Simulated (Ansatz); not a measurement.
## BNH4ClF: frequency calculation

System: BNH4ClF.
Method: RKS PBE-D4/def2-SVP (Ansatz 0.2.0).

It belongs to a series of runs on one base structure; here: vibrations at the highest image of the band.

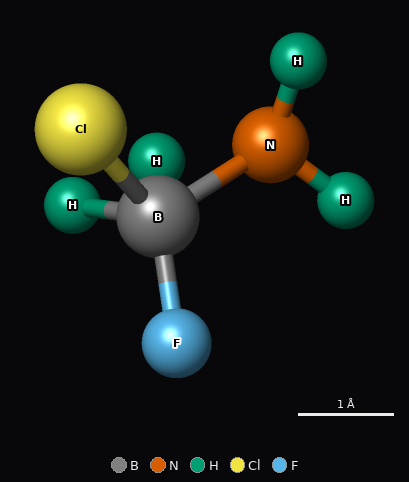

**Figure 1.** The structure as given in the input (ball-and-stick view, seen at a tilt). Bond lengths as drawn: B–Cl 1.81 Å, B–F 1.36 Å, B–H 1.44 Å, B–N 1.55 Å and H–N 1.02 to 1.03 Å.

## Summary

- outcome: converged
- total energy: −17454.4999 eV
- mean-field energy: −17454.3648 eV
- largest force (length of the vector): 0.022 eV/Å
- hardware: 1 thread of Arm Neoverse V2, 24 GiB of memory available, shared host
- wall time: 56 s
- peak memory: 0.1 GiB

## The input
```yaml
crystal:
  periodic: [false, false, false]
  atoms:
    - { symbol: B, position_ang: [0.061247, -0.174282, 0.26018] }
    - { symbol: "N", position_ang: [0.093809, -0.223967, 1.81378] }
    - { symbol: H, position_ang: [-0.801841, -0.045526, 2.279381] }
    - { symbol: H, position_ang: [0.882482, 0.229546, 2.283727] }
    - { symbol: Cl, position_ang: [1.553427, 0.529971, -0.493538] }
    - { symbol: F, position_ang: [-1.143022, 0.157247, -0.272117] }
    - { symbol: H, position_ang: [0.190201, -1.594232, 0.061442] }
    - { symbol: H, position_ang: [0.202796, -1.392557, 1.067544] }
basis:
  gaussian: { orbitals: def2-SVP }
hamiltonian:
  xc: pbe
  dispersion: d4
phonons: {}
```

Command:
```bash
ansatz run input.yaml --threads 1 --pin off --max-ram 2048MiB --backend cpu --events-out ev --progress --plain --runs-dir out
```

## What the program printed
```
Engine: ansatz 0.2.0, aarch64-unknown-linux-gnu
Functional definition: PBE
  parameter kappa = 0.804
  parameter beta = 0.06672455060314922
  exchange = pbe_x(kappa = kappa, mu = beta*pi^2/3)
  correlation = pbe_c(beta = beta)
901 factors; their error is unknown
mean field evaluation 1: about -17447.9218 eV, gradient 5.8e1 eV
mean field evaluation 2: about -17429.8016 eV, gradient 1.0e2 eV
mean field evaluation 4: about -17454.3687 eV, gradient 4.4e0 eV
mean field evaluation 8: about -17454.3646 eV, gradient 2.1e-1 eV
mean field evaluation 16: about -17454.3647 eV, gradient 1.3e-5 eV
mean field -17454.36474626 eV, -641.4360734317 hartree, gradient 1.3e-5 eV, S^2 0.000000; 0 other end points of the search recorded, 0 dependent functions left out
the calculation of the forces begins
reference -17454.36477498 eV, -641.4360744871 hartree; 21, 21 occupied and 59, 59 virtual orbitals, 901 factors
these checks for a lower state are left out or cut short: stability, starts, cluster_reference, orbital_swaps, neighbouring_geometries, increment
901 factors; their error is unknown
mean field -17454.36468890 eV, -641.4360713237 hartree, gradient 8.7e-7 eV, S^2 0.000000; 0 other end points of the search recorded, 0 dependent functions left out
[... from here on the field's lines of each further geometry are left out, up to the last ...]
the calculation of the forces begins
reference -17454.36471559 eV, -641.4360723047 hartree; 21, 21 occupied and 59, 59 virtual orbitals, 901 factors
these checks for a lower state are left out or cut short: stability, starts, cluster_reference, orbital_swaps, neighbouring_geometries, increment
901 factors; their error is unknown
mean field -17454.36480217 eV, -641.4360754862 hartree, gradient 3.0e-6 eV, S^2 0.000000; 0 other end points of the search recorded, 0 dependent functions left out
the calculation of the forces begins
reference -17454.36483088 eV, -641.4360765415 hartree; 21, 21 occupied and 59, 59 virtual orbitals, 901 factors
WARN: phonons: modes at or below zero, which the zero-point energy, F, S and C_V leave out: 1, the lowest at -1258.10 cm⁻¹. A minimum has none, and a first-order saddle one
Total energy: -17454.49994983 eV, -641.4410420711 hartree
Atom 0 at     0.061247    -0.174282     0.260180 Å, force     0.022072    -0.000957     0.001472 eV/Å
Atom 1 at     0.093809    -0.223967     1.813780 Å, force     0.007744    -0.015617    -0.011993 eV/Å
Atom 2 at    -0.801841    -0.045526     2.279381 Å, force    -0.014204     0.009899    -0.001868 eV/Å
Atom 3 at     0.882482     0.229546     2.283727 Å, force     0.008158     0.008577     0.007712 eV/Å
Atom 4 at     1.553427     0.529971    -0.493538 Å, force    -0.010208     0.001020     0.005328 eV/Å
Atom 5 at    -1.143022     0.157247    -0.272117 Å, force    -0.011822     0.005622     0.003754 eV/Å
Atom 6 at     0.190201    -1.594232     0.061442 Å, force     0.002178    -0.009567     0.008858 eV/Å
Atom 7 at     0.202796    -1.392557     1.067544 Å, force    -0.003919     0.001022    -0.013264 eV/Å
Dipole moment:    -0.055079    -0.152411     0.695066 e Å
Vibrations: -1258.10 228.66 300.37 336.42 483.20 606.63 704.94 770.58 907.41 1000.04 1075.83 1235.52 1334.88 1455.08 1891.53 2023.85 3457.02 3577.74 cm⁻¹, zero-point energy 1.325993 eV
```

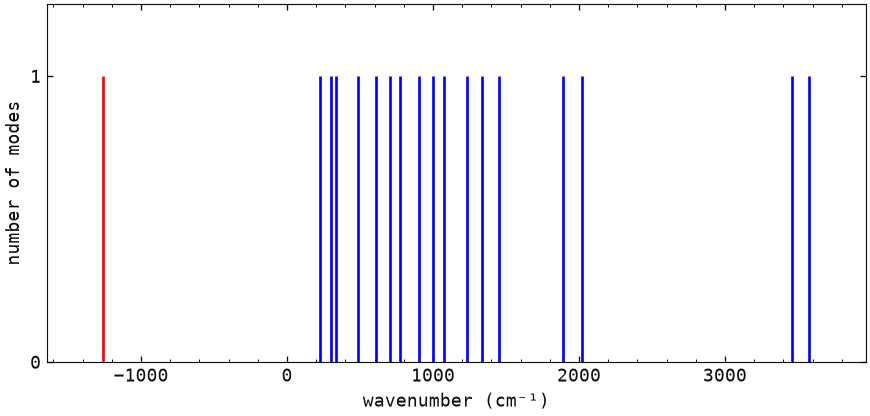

**Figure 2.** Harmonic vibrational wavenumbers from the force constants; neighbouring modes closer than 22 cm⁻¹ are counted in one stick, and imaginary ones are drawn at negative wavenumbers. 18 modes from 1258i to 3578 cm⁻¹, 1 imaginary beyond 8i (1258i cm⁻¹): a first-order saddle point, if the geometry is stationary.
